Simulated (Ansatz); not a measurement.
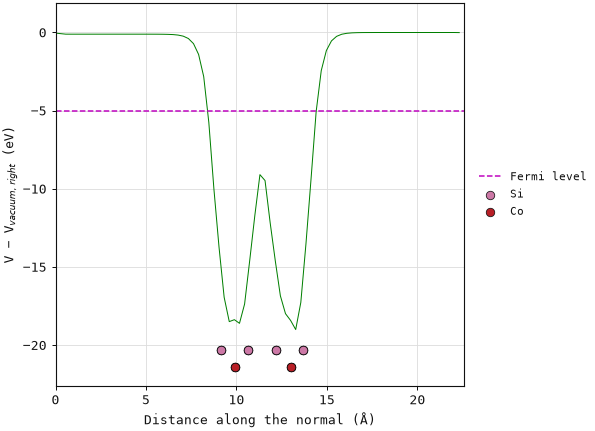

Plane-averaged electrostatic potential energy of an electron across the slab; circles at the bottom mark the heights of the atoms.

The material is a (111) slab cut from CoSi$_{2}$ (Fm-3m), ended by Si planes, 24 atoms in the cell, the slab at its places in the relaxed adsorbed structure.

Ansatz 0.2.0; DFT PBE+D3(BJ), scalar-relativistic, plane waves, PAW, no spin polarisation, 3×3×1 k mesh, 420 eV cutoff, Gaussian smearing of 0.1 eV.

Q: Read off the work function of each face.

A: The work function is 5.04 eV at the right face and 4.93 eV at the left.

Q: Do the two faces differ, and what does that say about the slab's dipole?

A: The vacuum levels differ by 0.11 eV, so the slab carries a dipole along its normal.

Q: How thick are slab and vacuum?

A: The outermost atoms are 4.6 Å apart, which leaves 18.0 Å of vacuum in a cell 22.6 Å high.

The run has no spin polarisation, so a magnetic state may lie lower. The atoms aren't at rest in this cell (largest force 0.7 eV/Å), so the relaxed material can differ.
